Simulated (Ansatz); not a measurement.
# BF2H: what the fields show

```yaml
atoms:
  - { symbol: F, position_ang: [1.1535, 0.4596, -0.3635] }
  - { symbol: B, position_ang: [-0.0017, -0.0292, 0.0237] }
  - { symbol: F, position_ang: [-1.0944, 0.5313, -0.4405] }
  - { symbol: H, position_ang: [-0.0574, -0.9617, 0.7803] }
```

All numbers below come from RKS PBE0-D4/def2-SVP in Ansatz.

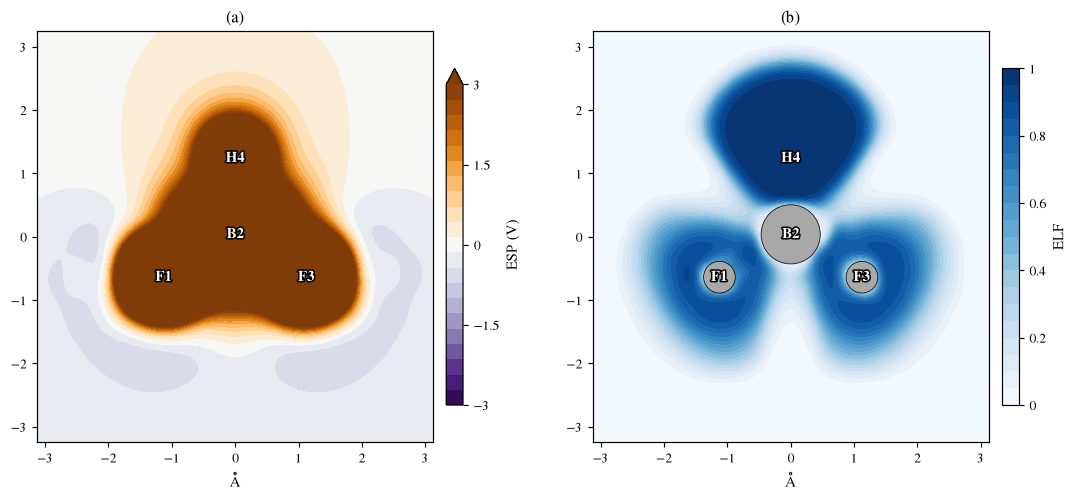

Figure 1. (a) molecular electrostatic potential; (b) ELF on the molecular plane. Grey discs cover the atomic cores in the ELF map.

> Describe what can be read from this map.

Atoms in the plane: F, B and H. B–F (1.31 Å): the ELF peaks at about 0.85 between the atoms: a shared but strongly polarised pair. B–H (1.20 Å): the ELF climbs to about 1 towards the hydrogen, as it does in any bond to H; an ordinary covalent bond to hydrogen. The ELF also peaks beside F1 and F3, away from the bonds: lone-pair regions. Outside the dense part of the molecule the potential is most negative (−0.6 V) near F1 and F3.

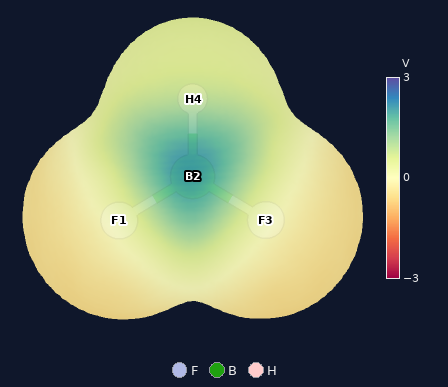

Figure 2. The electrostatic potential painted on the density surface at 0.002 e/bohr³, seen across its widest extent; red is negative and blue positive.

> Which sites attract a positive test charge, and which a negative one?

A positive charge is drawn to the negative regions and a negative charge to the positive ones. The most negative region (about −0.6 V, or −14 kcal/mol for a unit charge) lies over F1 and F3, the most positive (about +2.2 V, or +51 kcal/mol for a unit charge) over B2.

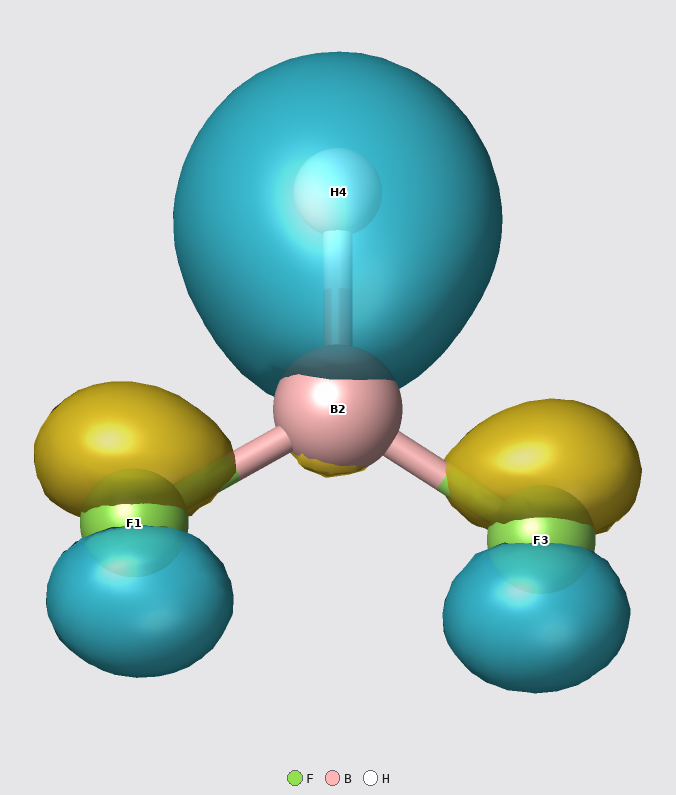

Figure 3. The HOMO at ±0.2 Å⁻³ᐟ² (yellow and cyan are the two phases), seen at a tilt.

> Where does this orbital lie, and at what energy?

By Hirshfeld shares it lies mainly on H4 (about 35 %), B2 (about 30 %), F1 (about 20 %) and F3 (about 20 %); it is symmetric in the molecular plane (an in-plane orbital: σ, lone-pair or in-plane π type). Its energy is −10.69 eV.
